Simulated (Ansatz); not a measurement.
**C2H7Ga: geometry relaxation**

System: C2H7Ga.
Method: RKS PBE0-D4/def2-TZVP (Ansatz 0.2.0).

The geometry is a transition state displaced along its imaginary mode. The reaction was set up to form H2–H4 and to break Ga1–H2 and C3–H4 (atoms counted from 1 in the order of the input); sticks are drawn by distance alone. Figures and captions count atoms from 1; the log counts them from 0 in places.

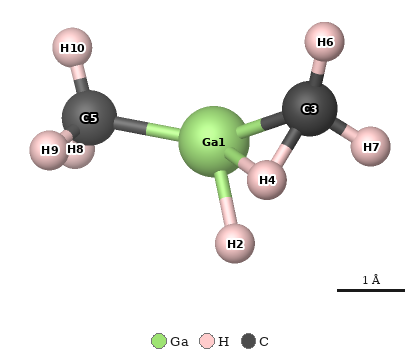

Figure 1. The input geometry (ball-and-stick view, seen at a tilt; atoms are numbered from 1 in the order of the input). Sticks mark near contacts.

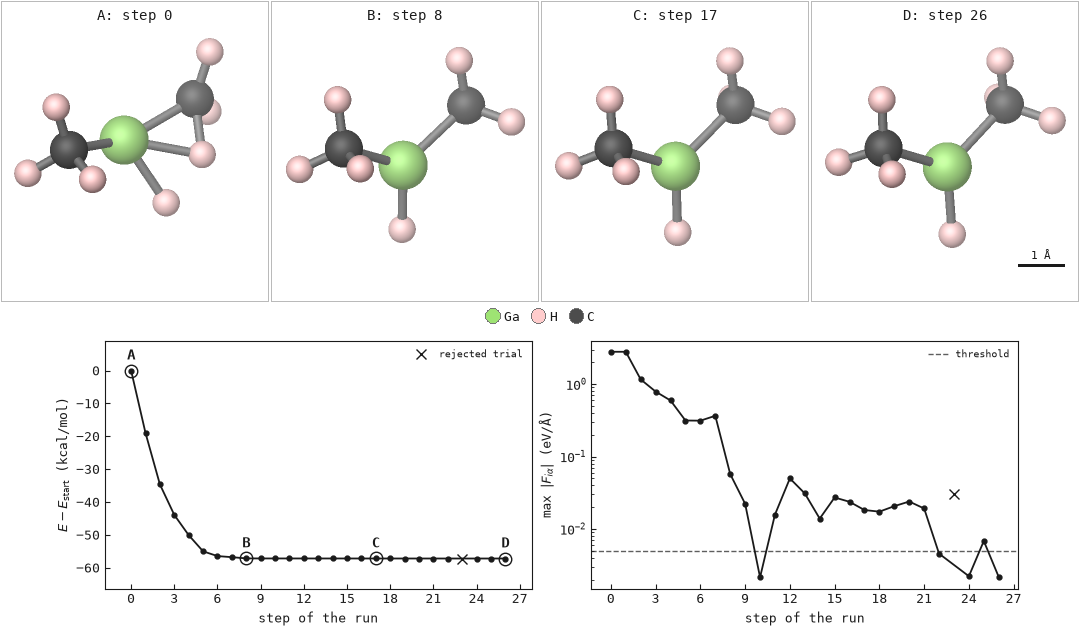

Figure 2. Frames of the relaxation (ball-and-stick view, seen at a tilt) above the curves, on which the letters mark them (the first geometry is step 0 here and step 1 in the log).

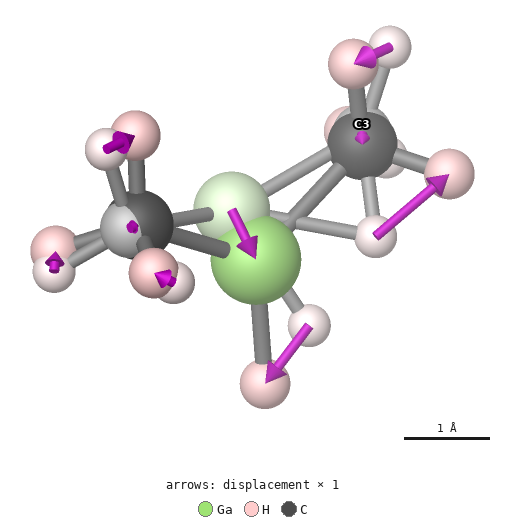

Figure 3. Start (faint) and end (solid) with the displacements as pink arrows, at true length (ball-and-stick view, seen at a tilt). The two geometries are laid on each other by the best rigid fit. The largest move after the best rigid fit is that of H4, 1.16 Å. By element the largest moves are H 1.16 Å, Ga 0.66 Å, C 0.16 Å. Among the contacts that change: Ga1–H4 1.751 → 2.566 Å, C3–H4 1.292 → 1.093 Å, Ga1–H2 1.700 → 1.580 Å, Ga1–C3 1.903 → 1.970 Å. Bonds break: Ga1–H4 (1.75 → 2.57 Å). Among the angles that change: Ga1–C3–H4 63.1° → 110.5°, H2–Ga1–C3 82.1° → 118.8°, H4–C3–H6 140.3° → 108.8°. After 26 geometry steps the energy has fallen by 57.2 kcal/mol. The largest force component goes from 2.8 to 0.0022 eV/Å. The line search rejected the trial step at point 23 (counted from 0) and went back. (Atoms are counted from 1 in the order of the input.)

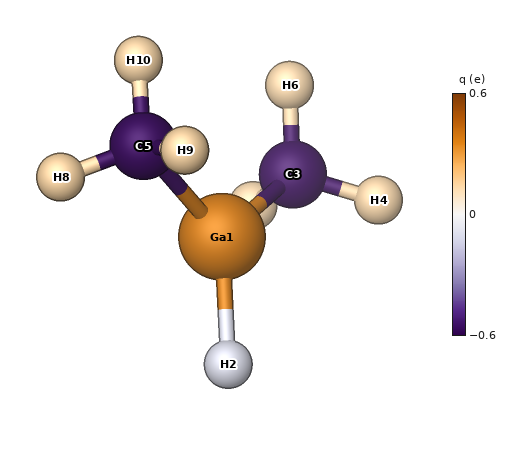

Figure 4. Mulliken charges, as the colour of each atom (ball-and-stick view, seen at a tilt; atoms are numbered from 1 in the order of the input). By element: Ga +0.39, H −0.10 to +0.14 and C −0.57 e.

The input that produced these results follows, with the program's output.

**Input file**
```yaml
crystal:
  periodic: [false, false, false]
  atoms:
    - {symbol: Ga, position_ang: [-0.323700, -0.284352, 0.096440]}
    - {symbol: H, position_ang: [0.131728, -1.320019, -1.172397]}
    - {symbol: C, position_ang: [-1.033502, 0.736388, -1.343926]}
    - {symbol: H, position_ang: [-0.082530, -0.091511, -1.627420]}
    - {symbol: C, position_ang: [0.888725, -0.247137, 1.637098]}
    - {symbol: H, position_ang: [-1.248688, 1.823387, -1.355540]}
    - {symbol: H, position_ang: [-1.734681, 0.186946, -1.974855]}
    - {symbol: H, position_ang: [0.680996, -1.115975, 2.260199]}
    - {symbol: H, position_ang: [1.901155, -0.343924, 1.236721]}
    - {symbol: H, position_ang: [0.820396, 0.656098, 2.243779]}
basis:
  gaussian: {orbitals: def2-TZVP}
hamiltonian: {xc: pbe0, dispersion: d4}
relax: {f_tol: 0.005, max_steps: 200}
```

Launched with:
```bash
ansatz run in.yaml --threads 4 --pin off --events-out ev --progress --plain --max-ram 9574MiB
```

**What the program printed**
```
Functional definition: PBE0
  name "PBE0"
  cite "Adamo & Barone, J. Chem. Phys. 110, 6158 (1999) doi:10.1063/1.478522"
  cite "Perdew, Burke & Ernzerhof, Phys. Rev. Lett. 77, 3865 (1996) doi:10.1103/PhysRevLett.77.3865"
  parent pbe
  parameter a = 0.25
  parameter kappa = 0.804
  parameter beta = 0.06672455060314922
  exchange = (1 - a)*pbe_x(kappa = kappa, mu = beta*pi^2/3) + a*exact_x
  correlation = pbe_c(beta = beta)
1081 factors; their error is unknown
mean field evaluation 1: about -54542.5549 eV, gradient 7.4e1 eV
mean field evaluation 2: about -54531.0934 eV, gradient 9.5e1 eV
mean field evaluation 4: about -54554.4897 eV, gradient 7.3e0 eV
mean field evaluation 8: about -54554.6123 eV, gradient 1.2e-1 eV
mean field evaluation 16: about -54554.7892 eV, gradient 1.2e-4 eV
mean field -54554.78921288 eV, -2004.8515250091 hartree, gradient 2.4e-5 eV, S^2 0.000000; 0 other end points of the search recorded, 0 dependent functions left out
the calculation of the forces begins
reference -54554.78924352 eV, -2004.8515261352 hartree; 25, 25 occupied and 127, 127 virtual orbitals, 1081 factors
relax step   1: F+E_penalty+E_count = -54554.91803447 eV  Δ(F+E_penalty+E_count) = +0.000e0 eV  max|allowed force component| = 2.801e0 eV/Å  Δτ_max = 0.0000 Å  (28 SCF iters, accepted)
these checks for a lower state are left out or cut short: starts, cluster_reference, orbital_swaps, neighbouring_geometries, increment
1081 factors; their error is unknown
mean field -54555.61397687 eV, -2004.8818345267 hartree, gradient 2.4e-5 eV, S^2 0.000000; 0 other end points of the search recorded, 0 dependent functions left out
[... from here on the field's lines of each further geometry are left out, up to the last ...]
relax step   2: F+E_penalty+E_count = -54555.74160234 eV  Δ(F+E_penalty+E_count) = -8.236e-1 eV  max|allowed force component| = 2.801e0 eV/Å  Δτ_max = 0.1963 Å  (30 SCF iters, accepted)
relax step   3: F+E_penalty+E_count = -54556.42015242 eV  Δ(F+E_penalty+E_count) = -6.786e-1 eV  max|allowed force component| = 1.162e0 eV/Å  Δτ_max = 0.1986 Å  (30 SCF iters, accepted)
relax step   4: F+E_penalty+E_count = -54556.82284536 eV  Δ(F+E_penalty+E_count) = -4.027e-1 eV  max|allowed force component| = 7.902e-1 eV/Å  Δτ_max = 0.1945 Å  (30 SCF iters, accepted)
relax step   5: F+E_penalty+E_count = -54557.08958682 eV  Δ(F+E_penalty+E_count) = -2.667e-1 eV  max|allowed force component| = 5.946e-1 eV/Å  Δτ_max = 0.2000 Å  (28 SCF iters, accepted)
relax step   6: F+E_penalty+E_count = -54557.30303274 eV  Δ(F+E_penalty+E_count) = -2.134e-1 eV  max|allowed force component| = 3.146e-1 eV/Å  Δτ_max = 0.2000 Å  (27 SCF iters, accepted)
relax step   7: F+E_penalty+E_count = -54557.36583483 eV  Δ(F+E_penalty+E_count) = -6.280e-2 eV  max|allowed force component| = 3.130e-1 eV/Å  Δτ_max = 0.2000 Å  (28 SCF iters, accepted)
relax step   8: F+E_penalty+E_count = -54557.38006244 eV  Δ(F+E_penalty+E_count) = -1.423e-2 eV  max|allowed force component| = 3.655e-1 eV/Å  Δτ_max = 0.1936 Å  (29 SCF iters, accepted)
relax step   9: F+E_penalty+E_count = -54557.39639175 eV  Δ(F+E_penalty+E_count) = -1.633e-2 eV  max|allowed force component| = 5.720e-2 eV/Å  Δτ_max = 0.0493 Å  (29 SCF iters, accepted)
relax step  10: F+E_penalty+E_count = -54557.39704972 eV  Δ(F+E_penalty+E_count) = -6.580e-4 eV  max|allowed force component| = 2.227e-2 eV/Å  Δτ_max = 0.0166 Å  (29 SCF iters, accepted)
relax step  11: F+E_penalty+E_count = -54557.39715216 eV  Δ(F+E_penalty+E_count) = -1.024e-4 eV  max|allowed force component| = 2.146e-3 eV/Å  Δτ_max = 0.0118 Å  (29 SCF iters, accepted)
relax step  12: F+E_penalty+E_count = -54557.39723272 eV  Δ(F+E_penalty+E_count) = -8.055e-5 eV  max|allowed force component| = 1.578e-2 eV/Å  Δτ_max = 0.0225 Å  (29 SCF iters, accepted)
relax step  13: F+E_penalty+E_count = -54557.39729939 eV  Δ(F+E_penalty+E_count) = -6.667e-5 eV  max|allowed force component| = 4.987e-2 eV/Å  Δτ_max = 0.0428 Å  (28 SCF iters, accepted)
relax step  14: F+E_penalty+E_count = -54557.39738219 eV  Δ(F+E_penalty+E_count) = -8.280e-5 eV  max|allowed force component| = 3.093e-2 eV/Å  Δτ_max = 0.0028 Å  (30 SCF iters, accepted)
relax step  15: F+E_penalty+E_count = -54557.39746654 eV  Δ(F+E_penalty+E_count) = -8.435e-5 eV  max|allowed force component| = 1.389e-2 eV/Å  Δτ_max = 0.0086 Å  (30 SCF iters, accepted)
relax step  16: F+E_penalty+E_count = -54557.39750681 eV  Δ(F+E_penalty+E_count) = -4.027e-5 eV  max|allowed force component| = 2.718e-2 eV/Å  Δτ_max = 0.0357 Å  (28 SCF iters, accepted)
relax step  17: F+E_penalty+E_count = -54557.39760710 eV  Δ(F+E_penalty+E_count) = -1.003e-4 eV  max|allowed force component| = 2.370e-2 eV/Å  Δτ_max = 0.0112 Å  (29 SCF iters, accepted)
relax step  18: F+E_penalty+E_count = -54557.39765989 eV  Δ(F+E_penalty+E_count) = -5.279e-5 eV  max|allowed force component| = 1.824e-2 eV/Å  Δτ_max = 0.0123 Å  (29 SCF iters, accepted)
relax step  19: F+E_penalty+E_count = -54557.39772114 eV  Δ(F+E_penalty+E_count) = -6.124e-5 eV  max|allowed force component| = 1.732e-2 eV/Å  Δτ_max = 0.0240 Å  (28 SCF iters, accepted)
relax step  20: F+E_penalty+E_count = -54557.39776941 eV  Δ(F+E_penalty+E_count) = -4.827e-5 eV  max|allowed force component| = 2.063e-2 eV/Å  Δτ_max = 0.0270 Å  (28 SCF iters, accepted)
relax step  21: F+E_penalty+E_count = -54557.39779446 eV  Δ(F+E_penalty+E_count) = -2.505e-5 eV  max|allowed force component| = 2.391e-2 eV/Å  Δτ_max = 0.0167 Å  (29 SCF iters, accepted)
relax step  22: F+E_penalty+E_count = -54557.39782188 eV  Δ(F+E_penalty+E_count) = -2.742e-5 eV  max|allowed force component| = 1.916e-2 eV/Å  Δτ_max = 0.0124 Å  (29 SCF iters, accepted)
relax step  23: F+E_penalty+E_count = -54557.39784418 eV  Δ(F+E_penalty+E_count) = -2.230e-5 eV  max|allowed force component| = 4.554e-3 eV/Å  Δτ_max = 0.0107 Å  (29 SCF iters, accepted)
relax step  24: F+E_penalty+E_count = -54557.39777156 eV  Δ(F+E_penalty+E_count) = +7.261e-5 eV  max|allowed force component| = 3.013e-2 eV/Å  Δτ_max = 0.0336 Å  (28 SCF iters, rejected (line search))
relax step  25: F+E_penalty+E_count = -54557.39785683 eV  Δ(F+E_penalty+E_count) = -1.265e-5 eV  max|allowed force component| = 2.222e-3 eV/Å  Δτ_max = 0.0164 Å  (30 SCF iters, accepted)
relax step  26: F+E_penalty+E_count = -54557.39786253 eV  Δ(F+E_penalty+E_count) = -5.703e-6 eV  max|allowed force component| = 6.808e-3 eV/Å  Δτ_max = 0.0194 Å  (30 SCF iters, accepted)
the calculation of the forces begins
reference -54557.27000927 eV, -2004.9426925948 hartree; 25, 25 occupied and 127, 127 virtual orbitals, 1081 factors
relax step  27: F+E_penalty+E_count = -54557.39786454 eV  Δ(F+E_penalty+E_count) = -2.006e-6 eV  max|allowed force component| = 2.170e-3 eV/Å  Δτ_max = 0.0018 Å  (21 SCF iters, accepted)
1081 factors; their error is unknown
mean field -54557.26997742 eV, -2004.9426914246 hartree, gradient 2.0e-5 eV, S^2 0.000000; 1 other end points of the search recorded, 0 dependent functions left out
the calculation of the forces begins
reference -54557.27000927 eV, -2004.9426925948 hartree; 25, 25 occupied and 127, 127 virtual orbitals, 1081 factors
Total energy: -54557.39789638 eV, -2004.9473923596 hartree
Atom 0 at     0.081138    -0.651429    -0.250802 Å, force    -0.002170    -0.000977     0.001775 eV/Å
Atom 1 at     0.261801    -2.116822    -0.813800 Å, force     0.000777     0.000082    -0.000290 eV/Å
Atom 2 at    -0.868029     0.677655    -1.353270 Å, force     0.000166     0.000400     0.000058 eV/Å
Atom 3 at    -0.423242     0.735295    -2.350476 Å, force    -0.000594     0.000433     0.000020 eV/Å
Atom 4 at     0.811841    -0.222285     1.528244 Å, force     0.001006    -0.000144    -0.002006 eV/Å
Atom 5 at    -0.863055     1.673839    -0.908682 Å, force    -0.000076     0.000044    -0.000425 eV/Å
Atom 6 at    -1.908380     0.367656    -1.492292 Å, force     0.000986    -0.000096    -0.000289 eV/Å
Atom 7 at     0.443956    -0.932236     2.274051 Å, force    -0.000077     0.000016     0.000090 eV/Å
Atom 8 at     1.901714    -0.320486     1.513985 Å, force    -0.000038    -0.000021     0.000812 eV/Å
Atom 9 at     0.562156     0.788714     1.853141 Å, force     0.000021     0.000264     0.000256 eV/Å
Dipole moment:    -0.013678     0.112359     0.043055 e Å
```

**Trajectory as extended XYZ (Å, eV, eV/Å), 10 of the 27 frames kept, from step=1 to step=27**
```
10
Properties=species:S:1:pos:R:3:forces:R:3 step=1 energy=-54554.91803
Ga   -0.3237   -0.2844    0.0964    0.3828  -0.7844   0.3678
H     0.1317   -1.3200   -1.1724   -0.0097  -0.9066   0.9203
C    -1.0335    0.7364   -1.3439    0.0960  -0.6509  -0.1924
H    -0.0825   -0.0915   -1.6274   -0.7695   2.8012  -1.1586
C     0.8887   -0.2471    1.6371   -0.2204   0.1711   0.0032
H    -1.2487    1.8234   -1.3555    0.7299  -0.5830  -0.2403
H    -1.7347    0.1869   -1.9749   -0.2413   0.0337   0.1867
H     0.6810   -1.1160    2.2602    0.0548  -0.0512   0.0849
H     1.9012   -0.3439    1.2367   -0.0166  -0.0116   0.0284
H     0.8204    0.6561    2.2438   -0.0061  -0.0182   0.0000
10
Properties=species:S:1:pos:R:3:forces:R:3 step=4 energy=-54556.82285
Ga   -0.2047   -0.4150    0.0103    0.1109   0.1239   0.0990
H     0.1182   -1.6208   -0.9340    0.0363  -0.7623   0.1942
C    -1.0277    0.7033   -1.3545    0.2918  -0.5454  -0.2488
H    -0.1165    0.3961   -1.9208   -0.3339   0.7902  -0.4641
C     0.8646   -0.2449    1.6475   -0.1238  -0.0100  -0.0197
H    -1.1663    1.7736   -1.3471   -0.0027   0.2286   0.1317
H    -1.8303    0.1882   -1.8959    0.0332   0.1288   0.2413
H     0.6918   -1.1141    2.2863    0.0168   0.0263   0.0339
H     1.8884   -0.3318    1.2678    0.0640   0.0203   0.1024
H     0.7823    0.6653    2.2405   -0.0926  -0.0002  -0.0698
10
Properties=species:S:1:pos:R:3:forces:R:3 step=7 energy=-54557.36583
Ga   -0.0624   -0.7022   -0.1789    0.0811   0.2089   0.1060
H     0.0209   -2.1590   -0.7640   -0.0228  -0.0998   0.0546
C    -0.8585    0.6800   -1.3127   -0.0937   0.0869  -0.3130
H    -0.1740    0.7283   -2.1745   -0.1515   0.1695   0.0455
C     0.8080   -0.2113    1.5127    0.1378  -0.0734   0.1810
H    -0.9576    1.6827   -0.8778    0.0720  -0.2818  -0.0457
H    -1.8254    0.3598   -1.7165    0.0627   0.0777   0.0356
H     0.7118   -1.0084    2.2552   -0.0105   0.0874   0.0373
H     1.8844   -0.1050    1.3181   -0.0850   0.0191   0.0108
H     0.4528    0.7350    1.9384    0.0099  -0.1944  -0.1119
10
Properties=species:S:1:pos:R:3:forces:R:3 step=10 energy=-54557.39705
Ga   -0.0093   -0.6826   -0.2065   -0.0022   0.0093   0.0043
H     0.0265   -2.1815   -0.7056    0.0015   0.0035   0.0009
C    -0.8472    0.6811   -1.3582    0.0189  -0.0205   0.0197
H    -0.2500    0.8083   -2.2665   -0.0056   0.0011  -0.0064
C     0.8233   -0.2232    1.5208   -0.0054  -0.0086  -0.0223
H    -0.9324    1.6509   -0.8666   -0.0019   0.0100   0.0023
H    -1.8412    0.3579   -1.6775   -0.0049   0.0006  -0.0064
H     0.6759   -1.0125    2.2607    0.0002   0.0012   0.0020
H     1.9041   -0.1182    1.3761    0.0004   0.0000   0.0050
H     0.4501    0.7198    1.9234   -0.0008   0.0035   0.0008
10
Properties=species:S:1:pos:R:3:forces:R:3 step=13 energy=-54557.39730
Ga    0.0173   -0.6768   -0.2202   -0.0051  -0.0270  -0.0029
H     0.0942   -2.1673   -0.7396    0.0021   0.0056   0.0006
C    -0.8502    0.6797   -1.3535   -0.0262   0.0255  -0.0499
H    -0.3016    0.7830   -2.2958   -0.0104   0.0010   0.0273
C     0.8168   -0.2237    1.5212    0.0314   0.0143   0.0445
H    -0.9004    1.6593   -0.8747    0.0003  -0.0183  -0.0111
H    -1.8649    0.3665   -1.6188    0.0286   0.0071   0.0172
H     0.6132   -0.9941    2.2696    0.0044   0.0183  -0.0239
H     1.9063   -0.1666    1.4133   -0.0324  -0.0058   0.0034
H     0.4692    0.7402    1.8986    0.0072  -0.0207  -0.0053
10
Properties=species:S:1:pos:R:3:forces:R:3 step=15 energy=-54557.39747
Ga    0.0194   -0.6740   -0.2205   -0.0052   0.0017   0.0024
H     0.1006   -2.1638   -0.7405    0.0020   0.0000  -0.0011
C    -0.8523    0.6803   -1.3568    0.0071   0.0052  -0.0139
H    -0.3071    0.7823   -2.3006   -0.0080  -0.0068   0.0139
C     0.8178   -0.2237    1.5243    0.0073   0.0020  -0.0036
H    -0.9011    1.6607   -0.8808   -0.0019  -0.0011   0.0022
H    -1.8675    0.3656   -1.6153    0.0078  -0.0005   0.0040
H     0.6078   -0.9941    2.2697   -0.0021   0.0015  -0.0051
H     1.9071   -0.1743    1.4183   -0.0074  -0.0011   0.0011
H     0.4751    0.7409    1.9022    0.0005  -0.0010   0.0001
10
Properties=species:S:1:pos:R:3:forces:R:3 step=18 energy=-54557.39766
Ga    0.0394   -0.6656   -0.2301   -0.0045   0.0015   0.0033
H     0.1528   -2.1487   -0.7641    0.0017   0.0039   0.0001
C    -0.8568    0.6807   -1.3567    0.0020  -0.0047  -0.0083
H    -0.3462    0.7632   -2.3211   -0.0094  -0.0014   0.0116
C     0.8151   -0.2230    1.5269    0.0121  -0.0100  -0.0006
H    -0.8843    1.6677   -0.8929   -0.0011  -0.0033  -0.0014
H    -1.8831    0.3677   -1.5720    0.0124   0.0053   0.0014
H     0.5571   -0.9803    2.2719    0.0030   0.0133  -0.0094
H     1.9078   -0.2177    1.4483   -0.0182   0.0006   0.0039
H     0.4981    0.7559    1.8900    0.0021  -0.0051  -0.0005
10
Properties=species:S:1:pos:R:3:forces:R:3 step=21 energy=-54557.39779
Ga    0.0615   -0.6576   -0.2410   -0.0017  -0.0042   0.0000
H     0.2123   -2.1314   -0.7913    0.0003   0.0036   0.0009
C    -0.8622    0.6797   -1.3554   -0.0046  -0.0082  -0.0001
H    -0.3895    0.7443   -2.3395   -0.0019   0.0040   0.0016
C     0.8123   -0.2227    1.5283    0.0144  -0.0098   0.0120
H    -0.8683    1.6725   -0.9035   -0.0002   0.0008  -0.0032
H    -1.8980    0.3702   -1.5261    0.0073   0.0038   0.0013
H     0.4983   -0.9587    2.2740    0.0065   0.0184  -0.0150
H     1.9057   -0.2696    1.4823   -0.0239   0.0022   0.0036
H     0.5279    0.7731    1.8722    0.0038  -0.0104  -0.0012
10
Properties=species:S:1:pos:R:3:forces:R:3 step=24 energy=-54557.39777 accepted=F
Ga    0.0848   -0.6512   -0.2527   -0.0301  -0.0082   0.0123
H     0.2581   -2.1187   -0.8121    0.0088   0.0025  -0.0046
C    -0.8668    0.6778   -1.3536    0.0063   0.0066  -0.0119
H    -0.4253    0.7349   -2.3525   -0.0040   0.0000   0.0066
C     0.8114   -0.2226    1.5281    0.0149   0.0020   0.0041
H    -0.8596    1.6744   -0.9098    0.0003  -0.0027  -0.0008
H    -1.9082    0.3691   -1.4894    0.0089  -0.0025   0.0037
H     0.4467   -0.9354    2.2733    0.0014   0.0051  -0.0114
H     1.9021   -0.3153    1.5146   -0.0092   0.0021   0.0034
H     0.5567    0.7870    1.8542    0.0027  -0.0048  -0.0015
10
Properties=species:S:1:pos:R:3:forces:R:3 step=27 energy=-54557.39786
Ga    0.0811   -0.6514   -0.2508   -0.0022  -0.0010   0.0018
H     0.2618   -2.1168   -0.8138    0.0008   0.0001  -0.0003
C    -0.8680    0.6777   -1.3533    0.0002   0.0004   0.0001
H    -0.4232    0.7353   -2.3505   -0.0006   0.0004   0.0000
C     0.8118   -0.2223    1.5282    0.0010  -0.0001  -0.0020
H    -0.8631    1.6738   -0.9087   -0.0001   0.0000  -0.0004
H    -1.9084    0.3677   -1.4923    0.0010  -0.0001  -0.0003
H     0.4440   -0.9322    2.2741   -0.0001   0.0000   0.0001
H     1.9017   -0.3205    1.5140    0.0000   0.0000   0.0008
H     0.5622    0.7887    1.8531    0.0000   0.0003   0.0003
```

**Results in brief**

- outcome: converged
- total energy: −54557.3979 eV
- mean-field energy: −54557.2700 eV
- dispersion energy: −0.1279 eV
- SCF solution under orbital rotations: stable
- largest force (length of the vector) at the end: 0.003 eV/Å
- dipole moment: 0.58 D
- hardware: 4 threads of Arm Neoverse V2, 23 GiB of memory available, shared host
- wall time: 37 s (CPU time 2.3 min)
- peak memory: 0.33 GiB
